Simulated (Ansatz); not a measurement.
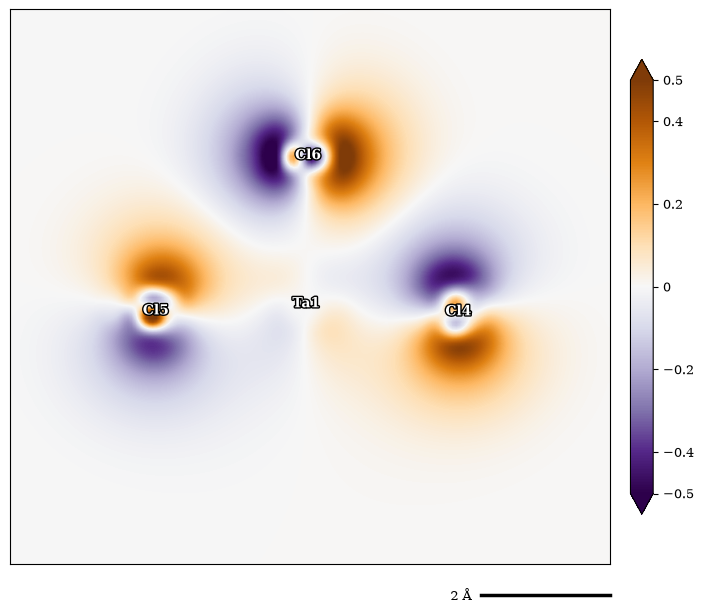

Figure. Cl$_{3}$FHOTa. One frontier orbital on the plane of atoms Cl4, Ta1 and Cl6 (values in Å⁻³ᐟ²; the overall sign is arbitrary).

Core potentials replace the inner electrons of Ta.

All numbers below come from RKS PBE/def2-SVP in Ansatz.

```yaml
atoms:
  - { symbol: Ta, position_ang: [-0.0285, -0.0258, -0.0157] }
  - { symbol: O, position_ang: [1.8592, -0.0611, 0.0211] }
  - { symbol: H, position_ang: [2.4566, -0.1728, 0.7835] }
  - { symbol: Cl, position_ang: [-0.0382, -0.1890, 2.3466] }
  - { symbol: Cl, position_ang: [-0.0052, -0.1084, -2.3567] }
  - { symbol: Cl, position_ang: [-0.9792, 2.0755, 0.0344] }
  - { symbol: F, position_ang: [-1.0875, -1.5816, -0.0227] }
```

Question: Which orbital is it: HOMO or LUMO?

Answer: The HOMO, at −7.78 eV. By Hirshfeld shares it lies mainly on Cl6 (about 40 %), Cl4 (about 30 %) and Cl5 (about 25 %); largely a combination of lone pairs on Cl6, Cl4 and Cl5.
